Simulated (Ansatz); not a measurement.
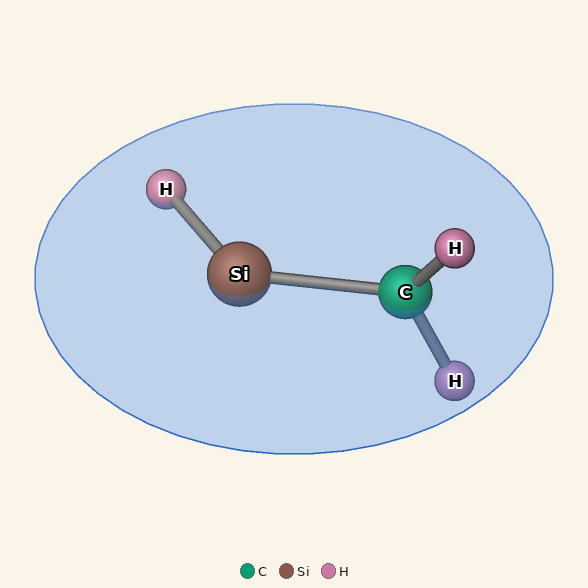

All proper rotation axes (lines) and mirror planes (discs) of the structure are drawn in. Atoms fade into the background with distance from the viewer. State: charge +1, singlet. The geometry was computed by an optimisation with PBE-D4/def2-SVP. No frequency run is at hand to confirm it as a minimum.

### Name the symmetry elements and the point group.

It has 1 mirror plane. Point group Cs. The group has 2 operations. The geometry is achiral, and symmetry allows a dipole moment.
